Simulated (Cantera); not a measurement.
Charge: 1 mol SiCl4, 0.57 mol Cl2, 9 mol H2, at 0.133 bar.

These are equilibrium values from Cantera (NASA tables, ideal gas, pure condensed phases), not measurements of a reactor. Candidate condensed phases: Si; 19 gas species. The tables' values for SiCl3 are old estimates; treat these amounts as uncertain. Rates play no part.

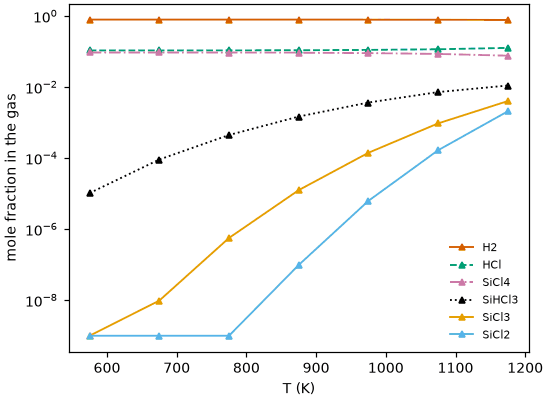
Equilibrium gas composition (values under 1e-9 drawn at 1e-9)

From 575 K to 1175 K nothing is condensed. The main Si-bearing gas is SiCl4 throughout.
